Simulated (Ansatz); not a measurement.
## A ladder of methods for BH5S (SMILES [BH3-][SH2+])

BH5S has 7 atoms, charge 0, and is taken as a singlet. As SMILES, `[BH3-][SH2+]`. The coordinates come from a PBE0-D4/def2-TZVP relaxation.

```xyz
7

B    -0.5256   -0.4615   -0.5043
S     0.5686    0.9776    0.2909
H    -1.6232    0.0364   -0.4315
H    -0.3444   -1.4476    0.1597
H    -0.0754   -0.4821   -1.6245
H     0.2860    0.9038    1.6049
H     1.7754    0.4055    0.4589
```

Each level gives the energy change with the B1–H4 bond stretched from 1.203 to 1.804 Å (eV). The values are calculated.

| level | kind | program | value (eV) | less FCI/STO-3G | CPU time (all runs) |
| --- | --- | --- | --- | --- | --- |
| HF/STO-3G (restricted) | Hartree–Fock | Ansatz | 3.39 | +0.82 | 0.58 s |
| PBE/STO-3G (restricted) | GGA | Ansatz | 2.57 | 0.00 | 2.4 s |
| PBE0/STO-3G (restricted) | global hybrid | Ansatz | 2.84 | +0.27 | 2.4 s |
| CAM-B3LYP/STO-3G (restricted) | range-separated hybrid | Ansatz | 2.87 | +0.30 | 2.6 s |
| B2PLYP/STO-3G (restricted) | double hybrid | Ansatz | 2.84 | +0.27 | 3.3 s |
| RPA@PBE/STO-3G (restricted) | RPA | Ansatz | 2.51 | -0.06 | 3.6 s |
| CCSDT(Q)/STO-3G (restricted) | coupled cluster or CI | Ansatz | 2.57 | 0.00 | 0.66 s |
| CCSDTQ/STO-3G (restricted) | coupled cluster or CI | Ansatz | 2.57 | 0.00 | 9.4 s |
| FCI/STO-3G | exact in the basis | Ansatz | 2.57 | 0.00 | 24 s |

FCI/STO-3G is exact within its basis and frozen core, so for wave-function methods in that basis the difference is their error; functionals converge differently with the basis, so for them it is only a difference. A spin-restricted reference rises too steeply as a bond breaks; here HF/STO-3G lie well above the multireference or unrestricted value. The first shape isn't each level's own minimum. The values span 2.51 to 3.39 eV. All rows use very small basis sets, so none should be taken for the real molecule's value. Times are those of the runs behind each value, whatever else they computed, on shared processors of several kinds: orders of magnitude only.

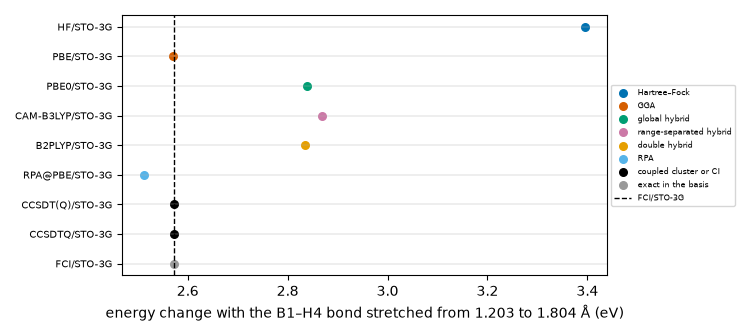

The values of the table, level by level.
